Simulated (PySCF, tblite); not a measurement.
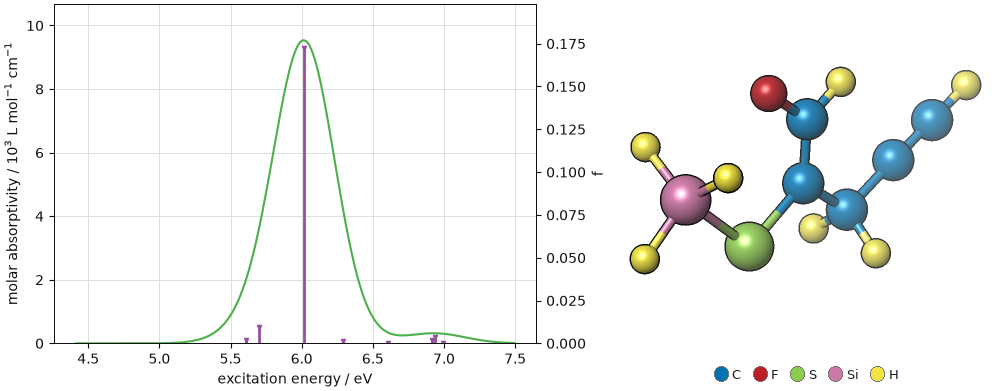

Computed absorption of C₅H₇FSSi, SMILES C#CC/C(=C/F)S[SiH3]. Vertical TDDFT excitations, CAM-B3LYP/def2-SVPD, PySCF 2.14.0, at a GFN2-xTB geometry (a minimum by its frequencies), gas phase. Only the first 8 singlet excitations are included; each is broadened by a Gaussian of 1/e half-width 0.30 eV. Sticks give oscillator strengths (right axis).

Q: Does any vertical transition fall in the visible?

A: No singlet lies below 3.1 eV (beyond 400 nm), so at this level no vertical transition falls in the visible.

Q: Where is the lowest singlet, and is it bright?

A: S1 lies at 5.61 eV (221 nm) with f = 0.002, mainly HOMO → LUMO+1 (55 %); it is dark or nearly so.

Q: List the transitions behind the spectrum.

A:
```csv
state,E (eV),λ (nm),f,main character
S1,5.61,221,0.002,HOMO → LUMO+1 (55 %)
S2,5.70,217,0.010,HOMO → LUMO (91 %)
S3,6.02,206,0.172,HOMO → LUMO+2 (89 %)
S4,6.29,197,0.002,HOMO → LUMO+3 (59 %)
S5,6.60,188,0.000,HOMO−1 → LUMO+3 (32 %)
S6,6.92,179,0.002,HOMO−1 → LUMO+5 (30 %)
S7,6.94,179,0.004,HOMO → LUMO+7 (68 %)
S8,7.00,177,0.000,HOMO−2 → LUMO+5 (58 %)
```

Note: the tight-binding geometry is rougher than a DFT one and adds to the error; one conformer of a flexible molecule; core orbitals are frozen in the response.
